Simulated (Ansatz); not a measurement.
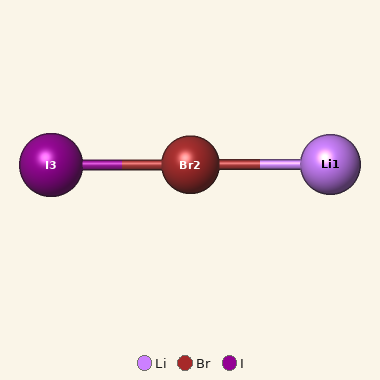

The system is Li⁺ + BrI; the picture shows the reference structure. 
- First axis: distance Li1–Br2. Second axis: distance Br2–I3.
- Nothing is relaxed (the angle Li1–Br2–I3 is fixed at 180 degrees).
- The grid has 17 × 17 points.
- Energies: eV, counted from the lowest grid point.
- The reference is spin-restricted, so regions where a bond is pulled apart into radicals lie too high.
- Computed with RHF/def2-TZVPD in Ansatz.

Its coordinates:

```xyz
3

Li   -2.5300    0.0000    0.0000
Br    0.0000    0.0000    0.0000
I     2.5190    0.0000    0.0000
```

Range: distance Li1–Br2 from 1.984 to 3.584 Å; distance Br2–I3 from 2.072 to 3.672 Å.

> Predict the map.

The lowest grid point is at distance Li1–Br2 = 2.530 Å, distance Br2–I3 = 2.519 Å. No other kind of well shows on this grid. The highest grid point, distance Li1–Br2 = 3.584 Å, distance Br2–I3 = 3.672 Å, lies 2.83 eV above the lowest.

```
distance Br2–I3 ↓, distance Li1–Br2 →  2.028  2.166  2.337  2.530  2.741  2.967  3.205  3.455
                                3.672   2.53   2.31   2.24   2.28   2.39   2.53   2.66   2.78
                                3.417   2.11   1.89   1.80   1.82   1.91   2.03   2.14   2.24
                                3.173   1.63   1.39   1.29   1.29   1.36   1.46   1.55   1.63
                                2.940   1.11   0.87   0.75   0.74   0.79   0.86   0.94   1.00
                                2.722   0.66   0.41   0.28   0.26   0.29   0.35   0.41   0.46
                                2.519   0.43   0.17   0.03   0.00   0.02   0.07   0.12   0.16
                                2.336   0.62   0.37   0.23   0.19   0.21   0.25   0.29   0.33
                                2.179   1.43   1.18   1.04   1.00   1.02   1.05   1.09   1.13
                                2.072   2.58   2.33   2.19   2.16   2.17   2.21   2.25   2.29
```

The table holds every second grid line.

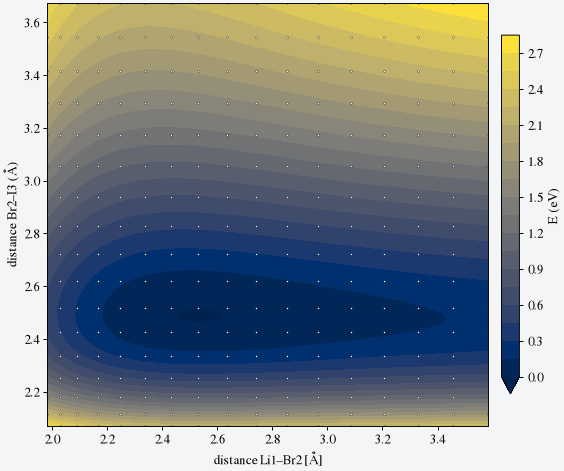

The picture shows filled contours, dots at the grid points. Between grid points the surface is interpolated.

Each point was launched as `ansatz run input.yaml --threads 1 --pin off --max-ram 2560MiB --backend cpu --events-out ev --progress --plain --runs-dir out`. Time for the 289 points that were run: 42 min on 1 thread of Arm Neoverse N1 (shared host).
